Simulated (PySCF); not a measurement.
**C2H18O2Si6: density, localisation and related maps**

Input

```
{"job": {"xc": "B3LYP", "basis": "6-31G*", "kind": "nmr", "pop": true}, "charge": 0, "multiplicity": 1}
C      2.809223     0.167191     1.817574
Si     1.319685    -0.607690     0.894060
Si     1.884753    -2.728361     0.128198
Si     0.496106     0.878490    -0.723401
O      0.631921     2.402755    -0.127217
Si     0.718888     3.578120     0.969300
Si    -1.692429     0.625879    -1.377550
C     -2.931730     0.780897     0.065272
O     -1.686855    -0.926216    -1.901772
Si    -2.187217    -2.458474    -1.985612
H      3.662622     0.280002     1.153806
H      2.553891     1.157231     2.186905
H      3.128859    -0.430492     2.667224
H      0.301164    -0.776563     1.970708
H      1.728833    -3.781830     1.137892
H      1.053028    -3.128959    -1.011383
H      3.278875    -2.843170    -0.317898
H      1.445952     0.958851    -1.858282
H      0.109223     3.090055     2.207500
H      2.134569     3.883663     1.167769
H     -0.022259     4.700269     0.400078
H     -2.269225     1.368816    -2.516427
H     -2.653052     0.127568     0.889485
H     -2.965316     1.796489     0.449690
H     -3.939940     0.506894    -0.235910
H     -1.333226    -3.060206    -3.004762
H     -3.599405    -2.479230    -2.368225
H     -1.997838    -3.054624    -0.662810
```

Run with:

```sh
OMP_NUM_THREADS=1 python ens_run.py task.json out
```

Geometry: GFN2-xTB.

Computed with B3LYP/6-31G*, SCF density, gas phase, non-relativistic (PySCF).

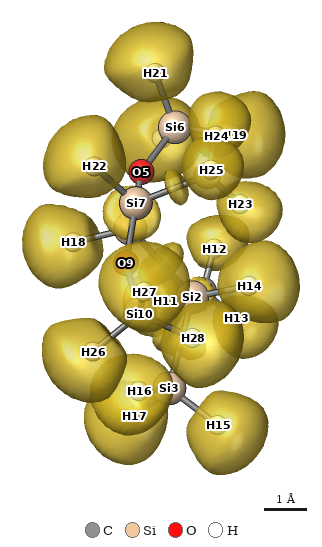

Figure 1. Isosurface of the ELF at 0.9 (yellow), seen at an oblique angle. Only the valence region is drawn (cores and ρ < 0.01 e/Å³ removed).

> What do the ELF domains correspond to?

The ELF exceeds this value in two regions between bonded C–Si atoms (shared pairs), three regions between bonded Si–Si atoms (shared pairs) and 18 regions around hydrogen nuclei. Along the contacts the grid gives the following. Si–O (1.61 Å): the ELF peaks at about 0.85 between the atoms; a polar covalent bond. C–Si (1.91 Å): the ELF peaks at about 0.95 between the atoms, as expected for localised, covalent bonding.

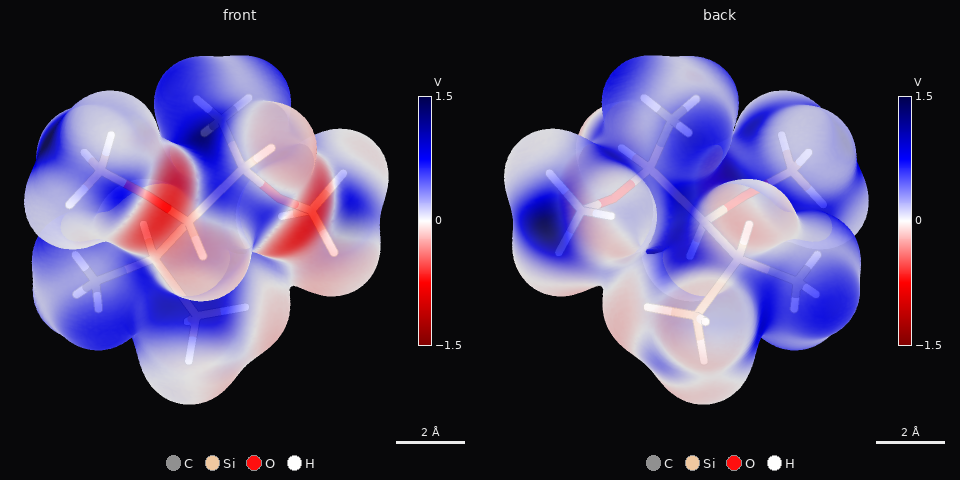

Figure 2. The molecular electrostatic potential painted on the density surface at 0.002 e/bohr³, seen from the front and from behind; red is negative and blue positive.

> Which sites attract a positive test charge, and which a negative one?

A positive charge is drawn to the negative regions and a negative charge to the positive ones. The most negative region (about −0.7 V, or −16 kcal/mol for a unit charge) lies over O5 and O9, the most positive (about +1.4 V, or +32 kcal/mol for a unit charge) over Si6 and Si10.

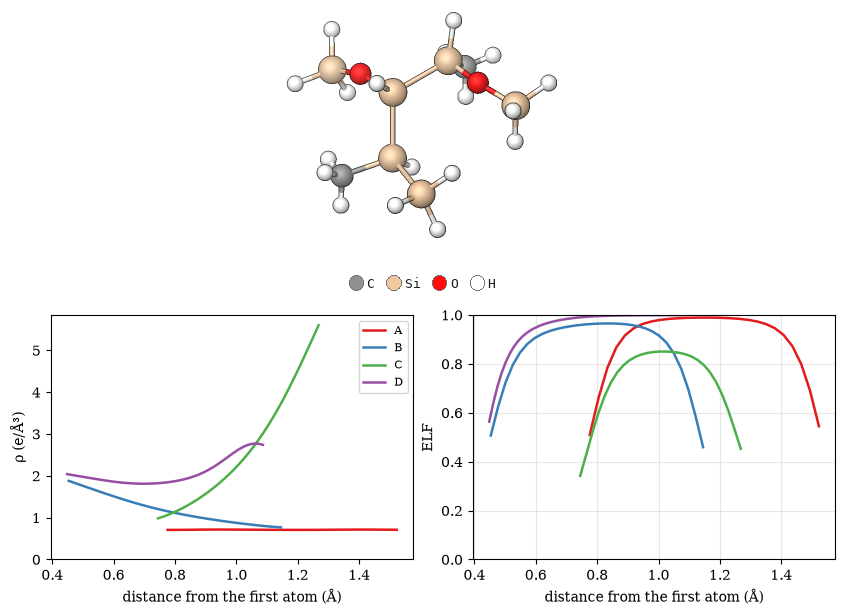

Figure 3. Electron density and ELF along straight lines between neighbouring atoms. The curves leave out the atomic cores. The structure is drawn too.

> Which curve belongs to which contact (C–H, C–Si, Si–O and Si–Si)? The first atom named is at distance zero.

Curve A: Si–Si (2.30 Å): the density is about 0.71 e/Å³ at the midpoint; the ELF peaks at about 1 between the atoms, as expected for localised, covalent bonding. Curve B: C–Si (1.91 Å): ρ at the midpoint is about 0.92 e/Å³; the ELF peaks at about 0.95 between the atoms, as expected for a covalent bond. Curve C: Si–O (1.61 Å): ρ at the midpoint is about 1.2 e/Å³; the ELF peaks at about 0.85 between the atoms (a short, strongly polar bond). Curve D: C–H (1.09 Å): ρ is about 1.9 e/Å³ halfway; the ELF climbs to about 1 towards the hydrogen, as it does in any bond to H (a covalent bond by its length).
